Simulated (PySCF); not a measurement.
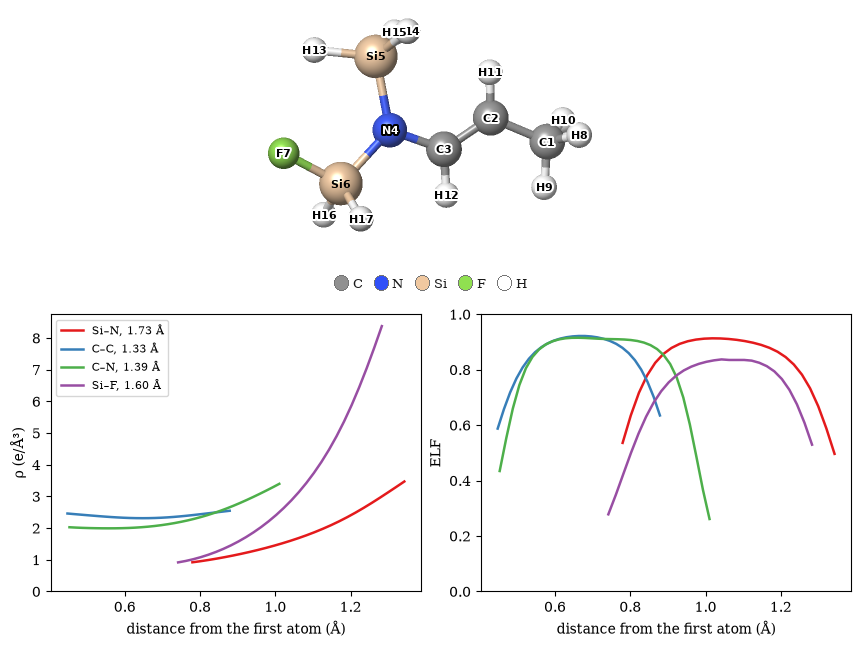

Figure. C3H10FNSi2 (SMILES C/C=C/N([SiH3])[SiH2]F). Total electron density and ELF along straight lines between neighbouring atoms. The curves leave out the atomic cores. The structure is drawn too.

Geometry: GFN2-xTB.

Theory: PBE0/pcSseg-1, SCF density, gas phase, non-relativistic in PySCF.

Input

```
{"job": {"kind": "nmr", "xc": "PBE0", "basis": "pcSseg-1"}, "charge": 0, "multiplicity": 1}
C      2.869924     0.048320     0.063830
C      1.425468     0.396408     0.225253
C      0.434022    -0.392653    -0.166439
N     -0.931467    -0.134241    -0.061257
Si    -1.475554     1.474511     0.385668
Si    -1.966886    -1.482016    -0.396408
F     -3.473622    -1.025040    -0.093082
H      3.359768    -0.015048     1.036089
H      2.984795    -0.905303    -0.445922
H      3.385124     0.816590    -0.512985
H      1.218731     1.347785     0.693111
H      0.666974    -1.351217    -0.615095
H     -2.915927     1.503492     0.182899
H     -1.132100     1.721683     1.790355
H     -0.797632     2.420256    -0.505056
H     -1.948458    -1.827275    -1.811597
H     -1.710159    -2.584222     0.519650
```

Command:

```sh
OMP_NUM_THREADS=1 python probes_run.py task.json out
```

> Compare the contacts.

Si–N (1.73 Å): the density is about 1.1 e/Å³ at the midpoint; the ELF peaks at about 0.90 between the atoms; a polar covalent bond.
C–C (1.33 Å): the density is about 2.3 e/Å³ at the midpoint; the ELF peaks at about 0.90 between the atoms; a multiple bond.
C–N (1.39 Å): ρ at the midpoint is about 2.1 e/Å³; the ELF peaks at about 0.90 between the atoms; localised, covalent bonding.
Si–F (1.60 Å): ρ at the midpoint is about 1.1 e/Å³; the ELF peaks at about 0.85 in the valence shell of F, 0.6 Å from its nucleus, and is about 0.50 at the midpoint.
